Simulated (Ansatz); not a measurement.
# A low-energy model for CsTiF3 (cubic perovskite) (Pm-3m): bands, U and J

Wanted: the parameters of a Hubbard-Kanamori model for CsTiF3 (cubic perovskite) (Pm-3m).

Method: non-magnetic LDA, then constrained RPA, plane waves, PAW, in Ansatz 0.2.0.

The structure was built from a prototype and need not be the compound's stable phase.

**1. Set-up**

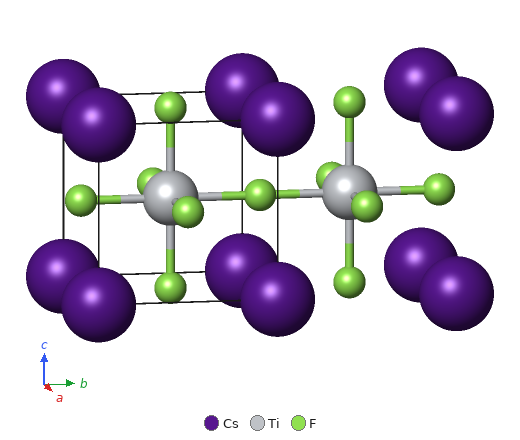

Start, viewed slightly off an axis; caesium purple, titanium light grey, fluorine green. 1×2×1 cells are drawn. Some periodic images of atoms are drawn too.

The structure was relaxed with LDA. The structure type comes from a generator and need not be one that this composition takes. The structure was generated from a model, not taken from a measurement. The runs that relaxed it are not among those shown. The program's search for lower electronic states was switched off, so nothing shows that the state found is the lowest. Spin-orbit coupling is left out unless a step names it. The default PAW set here is soft_2. Its files were made with PBE.

**2. LDA bands and orbital weights**

This step: DFT, LDA, plane waves, PAW.

input.yaml

```yaml
crystal:
  lattice:
    - [0.0, -4.15625503, 0.0]
    - [0.0, 0.0, 4.15625503]
    - [-4.15625503, 0.0, 0.0]
  atoms:
    - { symbol: Cs, position: [0.0, 0.0, 0.0] }
    - { symbol: Ti, position: [0.5, 0.5, 0.5] }
    - { symbol: F, position: [0.5, 0.5, 0.0] }
    - { symbol: F, position: [0.5, 0.0, 0.5] }
    - { symbol: F, position: [0.0, 0.5, 0.5] }
kpoints:
  mp_grid: { grid: [6, 6, 6] }
  band_path:
    path:
      - [[0.0, 0.0, 0.0], [0.0, 0.5, 0.0], [0.5, 0.5, 0.0], [0.0, 0.0, 0.0], [0.5, 0.5, 0.5], [0.0, 0.5, 0.0]]
      - [[0.5, 0.5, 0.5], [0.5, 0.5, 0.0]]
    npoints: 10
hamiltonian:
  xc: lda
scf:
  occupations: { method: gaussian, width: 0.08 }
  n_extra_bands: 19
  max_iter: 150
  lower_state_search: "off"
output:
  eigenvalues: true
  forces: true
  stress: true
  fatbands: true
  write_density: true
  write_potential: true
  elf: true
  volumetric_format: npy
```

On the command line:

```sh
$ ansatz run input.yaml --threads 4 --pin off --max-ram 9216MiB --backend cpu --events-out ev --progress --plain --runs-dir out
```

Numbers of over 12 decimals in the logs are rounded to 6 here.

Output:

```text
scf.n_extra_bands = 19 over 21 filled bands (N_el = 42.0): the run solves 40 bands
Engine: ansatz 0.2.0, aarch64-unknown-linux-gnu
Pseudopotentials: kind: paw
Pseudopotential: Cs, paw, valence charge 9, recommended cutoff 420 eV (normal), Cs.paw.azcp
Pseudopotential: Ti, paw, valence charge 12, recommended cutoff 420 eV (normal), Ti.paw.azcp
Pseudopotential: F, paw, valence charge 7, recommended cutoff 420 eV (normal), F.paw.azcp
Functional definition: SPW92
  exchange = slater_x
  correlation = pw_c
Crystal: 5 atoms, lattice volume = 71.797 Å³
Basis set: ecut = 420 eV, 1365 PW (Γ)
Bands: 40, of which v1, the nominal top of the filled ones, is band 21 counted from 1 (20 counted from 0)
Symmetry: 48 space group operations
Space group: Pm-3m (ITA 221), of the structure as read, at distance tolerance 4.2e-5 Å
k-points: 20 of 216
Non-local potential: Cs, projectors of the file, l = 0: 3, l = 1: 2, l = 2: 2, l = 3: 2
Non-local potential: Ti, projectors of the file, l = 0: 3, l = 1: 2, l = 2: 3, l = 3: 1
Non-local potential: F, projectors of the file, l = 0: 2, l = 1: 2, l = 2: 1
PAW form: soft (Blöchl's): semilocal exchange-correlation on the pseudo side does not see the compensation charge
PAW frozen core: Cs, regenerated for the run's functional, and the local potential with it (the file was generated under x = pbe(κ = 0.804, μ = 0.219515), c = pbe(β = 0.066725))
PAW frozen core: Ti, regenerated for the run's functional, and the local potential with it (the file was generated under x = pbe(κ = 0.804, μ = 0.219515), c = pbe(β = 0.066725))
PAW frozen core: F, regenerated for the run's functional, and the local potential with it (the file was generated under x = pbe(κ = 0.804, μ = 0.219515), c = pbe(β = 0.066725))
PAW one-centre angular grid: Cs, 194 points (default); XC on 64 Gauss nodes
PAW one-centre angular grid: Ti, 590 points (default); XC on 64 Gauss nodes
PAW one-centre angular grid: F, 110 points (default); XC on 64 Gauss nodes
Initial density: superposition of atomic densities (neutral atoms: chi_scale 0, normalization atom), corrected by the library's trained network
Initial wavefunctions: pseudopotential atomic-orbital guess
Functional: x = slater, c = lda
SCF iter   1: F=—  HF=-10341.902424 eV  |F-HF|=—  |Δ(HF+E_count)|=         —  Δρ=2.02e-2  dr2=2.05e-1  ethr=1.77e-3  ⟨swp⟩=5.8  Hψ=3920  notcnv=0  defer=99
preconditioner: auto → Kerker (q_TF=auto, 2.495 Å⁻¹)  [metal: Δε(μ)=0.074 eV  Ē_g=14.786 eV  σ=0.080 eV  W_gap=0.41  n_scr=18 (ndim 8)  ℏωp=22.3 eV  f_vac=0.003  D(μ)=5.87/eV (n_scr^D=80)]
SCF iter   2: F=—  HF=-10341.844942 eV  |F-HF|=—  |Δ(HF+E_count)|=   5.75e-2  Δρ=4.93e-3  dr2=1.18e-2  ethr=4.89e-4  ⟨swp⟩=2.0  Hψ=1292  notcnv=0  defer=206
SCF iter   3: F=—  HF=-10341.842526 eV  |F-HF|=—  |Δ(HF+E_count)|=   2.42e-3  Δρ=2.37e-3  dr2=3.29e-3  ethr=2.80e-5  ⟨swp⟩=2.0  Hψ=688  notcnv=0  defer=206
SCF iter   4: F=—  HF=-10341.841661 eV  |F-HF|=—  |Δ(HF+E_count)|=   8.65e-4  Δρ=5.55e-4  dr2=2.91e-4  ethr=7.82e-6  ⟨swp⟩=1.8  Hψ=632  notcnv=0  defer=206
SCF iter   5: F=—  HF=-10341.841616 eV  |F-HF|=—  |Δ(HF+E_count)|=   4.55e-5  Δρ=2.02e-4  dr2=4.31e-5  ethr=6.94e-7  ⟨swp⟩=2.1  Hψ=789  notcnv=0  defer=206
SCF iter   6: F=—  HF=-10341.841602 eV  |F-HF|=—  |Δ(HF+E_count)|=   1.39e-5  Δρ=5.31e-5  dr2=4.38e-6  ethr=1.03e-7  ⟨swp⟩=2.6  Hψ=998  notcnv=0  defer=206
SCF iter   7: F=—  HF=-10341.841601 eV  |F-HF|=—  |Δ(HF+E_count)|=   1.30e-6  Δρ=1.27e-5  dr2=1.03e-7  ethr=1.04e-8  ⟨swp⟩=2.5  Hψ=804  notcnv=0  defer=206
SCF iter   8: F=-10341.841601 eV  HF=-10341.841601 eV  |F-HF|=3.62e-9  |Δ(HF+E_count)|=   1.23e-8  Δρ=2.62e-6  dr2=6.42e-9  ethr=2.38e-10  ⟨swp⟩=13.3  Hψ=5403  notcnv=0
SCF 1 converged in 8 iterations: F = -10341.841601 eV  dr2 = 6.42e-9
  greatest PAW one-centre occupation: 0.999 electrons in one spin orbital (limit 2), on the Ti atom at site 1 (counted from 0), in its partial waves of l = 0
NSCF: frozen V_eff on 62 k-points
SCF converged after 8 iterations
Free energy (F): -10341.841601 eV
Harris-Foulkes:  -10341.841601 eV  (|F-HF|=3.62e-9)
Internal energy: -10341.822331 eV  (E = F + TS)
E sigma→0 (E₀):  -10341.831966 eV
Entropy (-TS):   -0.019269 eV (-3.854 meV/atom)
Fermi energy:    11.998265 eV
--- Per-component energies (eV) ---
  E_band       = -241.620991
  E_kinetic    = 1036.532767
  E_local      = -2984.198435  (includes V_loc(G=0)·N_el)
  E_nonlocal   = 275.975122
  E_hartree    = 1190.996703
  E_xc         = -505.693019
  E_vxc        = -554.098596  (∫ρ·V_xc dr)
  E_paw        = -6466.063346  (= ΣΔE_a)
  E_vpaw       = -397.830662  (= ΣTr[D̂ρ^β])
  E_aug_tail   = 0.006062  (compensation charges beyond the density's cutoff)
  E_ewald      = -2890.314447
  E_core_change = 0.936262  (= ΣΔE_core)
  E_smearing   = -0.019269  (= −TS)
  E_closure    = -0.000000  (closes the sum)
  Σ components = -10341.841601   (vs F -10341.841601, Δ=0.00e0)
--- Forces (eV/Å), atoms counted from 1 ---
  atom   1  Cs     0.00000000     0.00000000    -0.00000000
  atom   2  Ti    -0.00000000    -0.00000000    -0.00000000
  atom   3  F     -0.00000000     0.00000000     0.00000000
  atom   4  F     -0.00000000     0.00000000     0.00000000
  atom   5  F     -0.00000000     0.00000000    -0.00000000
  max |Σ_I F_I| component: 9.73e-29 eV/Å
--- Stress (GPa, compression-positive) ---
        0.003083       0.000000      -0.000000
        0.000000       0.003083       0.000000
        0.000000       0.000000       0.003083
  P = ⅓ Tr σ = 0.0031 GPa (0.031 kbar)
--- Band table (eV; the first three rows and the last of 20) ---
  k-point 0: bands = [... 17 lower, 4.8303, 4.8303, 4.8303, 11.2801, 11.2801, 11.2801, 12.6761, 12.6761, ... 15 higher]
  k-point 1: bands = [... 17 lower, 4.4803, 4.7165, 4.7165, 11.3178, 11.5125, 11.5125, 12.7691, 13.0565, ... 15 higher]
  k-point 2: bands = [... 17 lower, 3.8688, 4.4553, 4.4553, 11.3960, 11.9912, 11.9912, 12.8981, 13.6575, ... 15 higher]
  k-point 19: bands = [... 17 lower, 4.6568, 4.6568, 4.6568, 12.8048, 12.8048, 12.8048, 14.3237, 14.3237, ... 15 higher]
```

Elapsed: 2.6 s, on 4 threads of Arm Neoverse V2, shared host; peak memory 0.4 GiB.

Numbers from this step:

* pressure: 0.003083 GPa

The electronic bands at the labelled points (eV, zero at the Fermi level):

```csv
point,band 18,band 19,band 20,band 21,band 22,band 23,band 24,band 25
Γ,-7.17,-7.17,-7.17,-0.72,-0.72,-0.72,0.68,0.68
X,-8.02,-7.73,-7.73,-0.56,0.24,0.24,0.94,1.89
M,-7.57,-7.33,-7.33,0.13,0.13,0.75,1.09,3.08
Γ,-7.17,-7.17,-7.17,-0.72,-0.72,-0.72,0.68,0.68
R,-7.34,-7.34,-7.34,0.81,0.81,0.81,2.33,2.33
X,-8.02,-7.73,-7.73,-0.56,0.24,0.24,0.94,1.89
jump to R,-7.34,-7.34,-7.34,0.81,0.81,0.81,2.33,2.33
M,-7.57,-7.33,-7.33,0.13,0.13,0.75,1.09,3.08
```

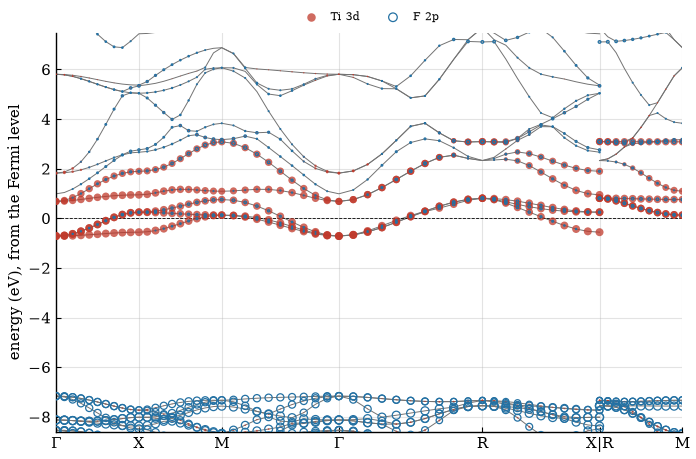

Electronic bands along the path; dots are coloured as in the legend, and their area grows with the weight.

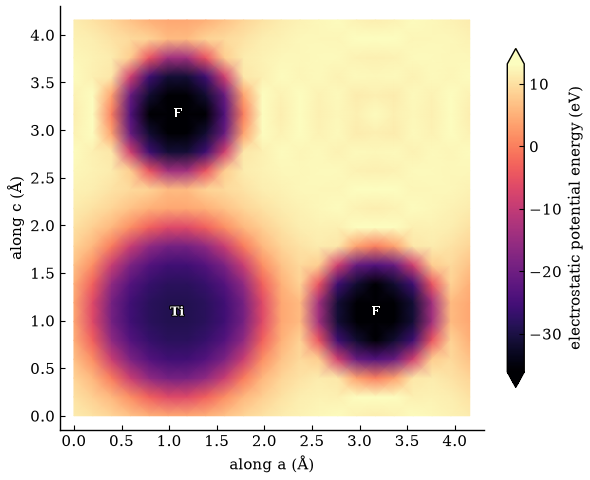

Electrostatic potential energy in the ac plane at fractional y = 0.500, with atoms of Ti and F within 0.2 Å of it. With pseudopotentials it is smooth inside the atoms' cores, unlike the true potential. The map starts off the cell's origin, so that atoms lie inside it.

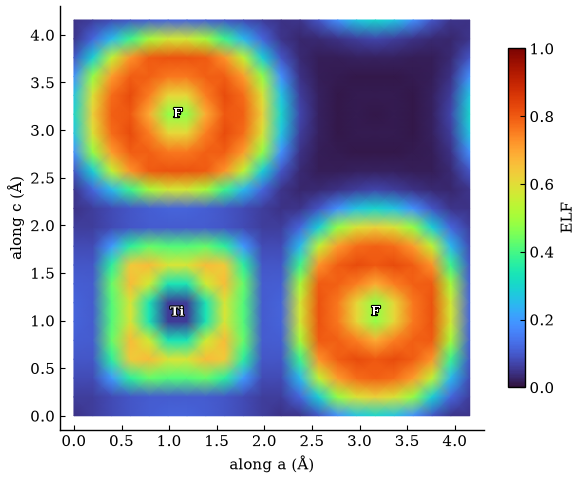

ELF in the ac plane at fractional y = 0.500, with atoms of Ti and F within 0.2 Å of it. It is the smooth field of the valence electrons, not physical close to the nuclei. The map starts off the cell's origin, so that atoms lie inside it.

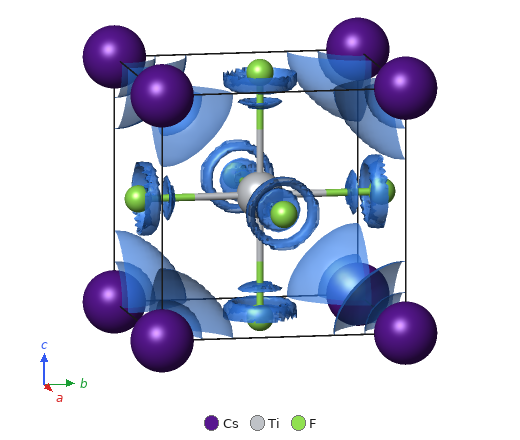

Surface of ELF = 0.81.

**3. Constrained RPA: Ti t2g, bands v1 to c2, 4×4×4 mesh, medium accuracy**

Constrained RPA screens the interaction with every transition except those inside the target bands, which a later many-body model would treat itself.

This step: constrained RPA on LDA, plane waves, PAW.

input.yaml, the sections that differ from step 2:

```yaml
kpoints:
  mp_grid: { grid: [6, 6, 6] }
output:
  crpa:
    kmesh: [4, 4, 4]
    target_bands: [v1, c2]
    projections: [{ species: Ti, l: d, shell: 3, orbitals: [dxz, dyz, dxy] }]
  local_orbitals:
    kmesh: [8, 8, 8]
    orbitals: [{ species: Ti, l: d, shell: 3, orbitals: [dxz, dyz, dxy] }]
    window: { bands: [v1, c2] }
    seedname: lo
# crystal, hamiltonian, scf: as in step 2
```

Output:

```text
[...]
Crystal: 5 atoms, lattice volume = 71.797 Å³
Basis set: ecut = 420 eV, 1365 PW (Γ)
Bands: 40, of which v1, the nominal top of the filled ones, is band 21 counted from 1 (20 counted from 0)
[... 1 set-up line as in the run before ...]
[...]
k-points: 20 of 216
[...]
SCF iter   1: F=—  HF=-10341.902426 eV  |F-HF|=—  |Δ(HF+E_count)|=         —  Δρ=2.02e-2  dr2=2.05e-1  ethr=1.77e-3  ⟨swp⟩=5.8  Hψ=3920  notcnv=0  defer=99
[...]
SCF iter   8: F=-10341.841601 eV  HF=-10341.841601 eV  |F-HF|=3.73e-9  |Δ(HF+E_count)|=   1.21e-8  Δρ=2.63e-6  dr2=6.55e-9  ethr=2.38e-10  ⟨swp⟩=8.4  Hψ=3660  notcnv=0
SCF 1 converged in 8 iterations: F = -10341.841601 eV  dr2 = 6.55e-9
[...]
NSCF: frozen V_eff on 38 k-points
[...]
cRPA screening: q 1/64
cRPA screening: q 2/64
cRPA screening: q 8/64 (q-point 3)
cRPA screening: q 11/64 (q-point 6)
cRPA screening: q 23/64 (q-point 7)
cRPA screening: q 35/64 (q-point 11)
cRPA screening: q 38/64 (q-point 22)
cRPA screening: q 46/64 (q-point 23)
cRPA screening: q 58/64 (q-point 27)
cRPA screening: q 64/64 (q-point 43)
SCF converged after 8 iterations
Free energy (F): -10341.841601 eV
[...]
Internal energy: -10341.822331 eV  (E = F + TS)
E sigma→0 (E₀):  -10341.831966 eV
Entropy (-TS):   -0.019269 eV (-3.854 meV/atom)
Fermi energy:    11.998265 eV
[...]
--- Band table (eV; the first three rows and the last of 20) ---
  k-point 0: bands = [... 17 lower, 4.8303, 4.8303, 4.8303, 11.2801, 11.2801, 11.2801, 12.6761, 12.6761, ... 15 higher]
  k-point 1: bands = [... 17 lower, 4.4803, 4.7165, 4.7165, 11.3178, 11.5125, 11.5125, 12.7691, 13.0565, ... 15 higher]
  k-point 2: bands = [... 17 lower, 3.8688, 4.4553, 4.4553, 11.3960, 11.9912, 11.9912, 12.8981, 13.6575, ... 15 higher]
  k-point 19: bands = [... 17 lower, 4.6568, 4.6568, 4.6568, 12.8048, 12.8048, 12.8048, 14.3237, 14.3237, ... 15 higher]
--- cRPA (band scheme, projected local orbitals): target bands 21..23 (1-based), 3 Wannier function(s), 4×4×4 mesh, 46 bands' worth read of 51 solved, ecut_chi 136.0 eV, v(q+G=0) probe_charge, pair densities all_electron ---
  bands read: the sum over 46 bands ends inside a degenerate multiplet in 10 slots, whose members it reads at an even weight; the widest, k=0: bands 46 to 48 (counted from 1) at 1/3 each
  χ-basis size per q: N_G = 251..280
  window electrons = 2.0000, filled by tetrahedron_uncorrected; constrained ε̄⁻¹(q = 0, 0) head = 0.329157; min gauge Gram eig = 0.8723
  Kanamori averages over each shell's own Wannier functions (sites counted from 0, functions from 1):
    Site 1, 3D, 3 of 5 d orbitals (Wannier functions 1, 2, 3; wannier90's mr 2, 3, 5):
      screened: U = 5.7140 eV, U' = 4.8407 eV, J = 0.4279 eV
      screened, to within: U = 8.2e-3 eV, U' = 8.2e-3 eV, J = 8.6e-4 eV
      bare: V = 15.6147 eV, V' = 14.4890 eV, J = 0.5674 eV
  Hermiticity witness max|P − P†| over intra, direct and exchange elements: 3.55e-15 eV (screened), 3.17e-19 eV (bare)
  Reality witness max|Im| over intra, direct and exchange elements: 9.12e-20 eV (screened), 1.58e-19 eV (bare)
```

Wall time 33 s (4 threads); peak memory 0.59 GiB.

Numbers from this step:

```
U                                                 : 5.714 eV
U prime (inter-orbital)                           : 4.841 eV
J                                                 : 0.4279 eV
bare V                                            : 15.61 eV
bare J                                            : 0.5674 eV
stated bound on U                                 : 0.008115 eV
U over bare V                                     : 0.3659
electrons in the window                           : 2.000
head of the constrained inverse dielectric matrix : 0.3292
least eigenvalue of the projection's overlap      : 0.8723
target functions                                  : 3
bands in the sums                                 : 46
r.m.s. miss of the model bands                    : 4.22e-4 eV
width of the target bands                         : 1.525 eV
weight of the projected orbitals in the window    : 0.9167
```

On the Ti t2g shell, screening brings the on-site interaction from 15.6 eV down to U = 5.71 eV.

Kanamori averages over each shell's functions. Crpa shells, by row:

```csv
site,element,shell,orbitals,U (eV),U' (eV),J (eV),bare V (eV),bare V' (eV),bare J (eV),bound on U (eV)
2,Ti,3D,3,5.714,4.841,0.4279,15.61,14.49,0.5674,0.008115
```

Density-density elements U_iijj, eV. U matrix, by row:

```csv
orbital,Ti2 dxz,Ti2 dyz,Ti2 dxy
Ti2 dxz,5.714,4.841,4.841
Ti2 dyz,4.841,5.714,4.841
Ti2 dxy,4.841,4.841,5.714
```

Exchange elements U_ijji, eV. J matrix, by row:

```csv
orbital,Ti2 dxz,Ti2 dyz,Ti2 dxy
Ti2 dxz,-,0.428,0.428
Ti2 dyz,0.428,-,0.428
Ti2 dxy,0.428,0.428,-
```

Projected local orbitals of the target window. The electronic bands at the labelled points (eV, zero at the Fermi level; # counts the bands kept):

```csv
point,#1,#2,#3
Γ,-0.72,-0.72,-0.72
X,-0.56,0.24,0.24
M,0.13,0.13,0.75
Γ,-0.72,-0.72,-0.72
R,0.81,0.81,0.81
X,-0.56,0.24,0.24
jump to R,0.81,0.81,0.81
M,0.13,0.13,0.75
```

The same for Kohn-Sham, solved directly:

```csv
point,#1,#2,#3
Γ,-0.72,-0.72,-0.72
X,-0.56,0.24,0.24
M,0.13,0.13,0.75
Γ,-0.72,-0.72,-0.72
R,0.81,0.81,0.81
X,-0.56,0.24,0.24
R,0.81,0.81,0.81
M,0.13,0.13,0.75
```

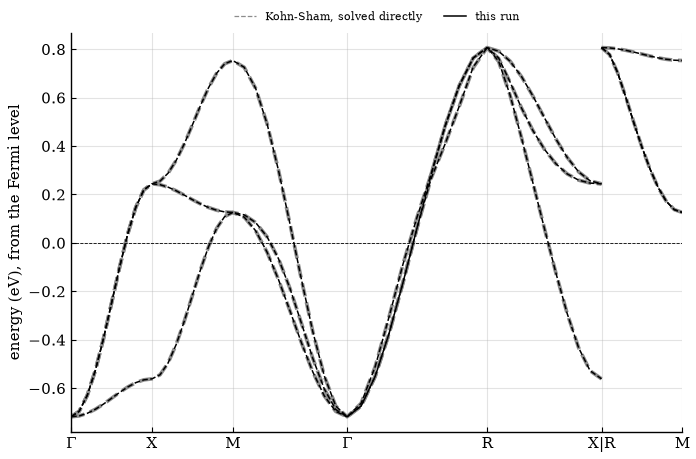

Electronic bands along the path; dashed: Kohn-Sham, solved directly.

Onsite levels, by row:

```csv
orbital,level less Fermi level (eV)
Ti2 dxz,0.1025
Ti2 dyz,0.1025
Ti2 dxy,0.1025
```

Largest distinct elements between sites. Hoppings, by row:

```csv
from,to,cell,distance (Å),t (eV)
Ti2 dyz,Ti2 dyz,-1 0 0,4.156,-0.1729
Ti2 dxz,Ti2 dxz,0 -1 1,5.878,-0.0146
Ti2 dxy,Ti2 dxz,1 -1 -1,7.199,-0.0068
Ti2 dxy,Ti2 dxy,1 1 -1,7.199,-0.0065
Ti2 dxz,Ti2 dxz,0 0 2,8.313,0.0064
Ti2 dxz,Ti2 dxz,1 0 -1,5.878,-0.0059
Ti2 dxz,Ti2 dxz,-1 0 0,4.156,0.0056
Ti2 dxz,Ti2 dxz,0 -2 1,9.294,-0.0019
Ti2 dyz,Ti2 dxz,-1 2 1,10.18,-0.0016
Ti2 dxy,Ti2 dxy,0 -2 0,8.313,-0.0011
Ti2 dxy,Ti2 dxy,2 -1 -1,10.18,0.001
Ti2 dxz,Ti2 dxz,0 -2 2,11.76,-8.00e-4
```

**4. Outcome**

* Ti t2g: U 5.71 eV, U′ 4.84 eV, J 0.43 eV, bare V 15.6 eV
* method: constrained RPA on non-magnetic LDA, 4×4×4 mesh, static; search for lower states off

What this shows: For Ti t2g, screening cuts the on-site interaction from 15.61 eV to 5.71 eV (37 %), while J goes only from 0.57 eV to 0.43 eV: the monopole is screened far more than the multipoles. U − 2J differs from U′ by +0.02 eV, so the Kanamori relation holds well. U is 3.7 times the width of the target bands. The parent state is non-magnetic and the interaction static (zero frequency); U depends on the window and the orbitals, so it belongs to this model alone. The bands cross the Fermi level under this constraint, which need not be the crystal's state: magnetic order, correlation or a lattice distortion may open a gap.

[Paths, hosts, dates, memory and timing lines, banners, echoed tables and standing remarks are left out of the program output.]

[Logs are printed without paths, hosts, clocks, repeated set-up lines and the standing remarks that a program may print on its own settings, such as how far it seeks lower states.]

[Runs of the session that timed out or met a known fault of the program may be left out.]

[Hosts, paths, dates, database ids (printed as entryN), source tags and the programs' standing remarks are cut or masked in the printed files.]
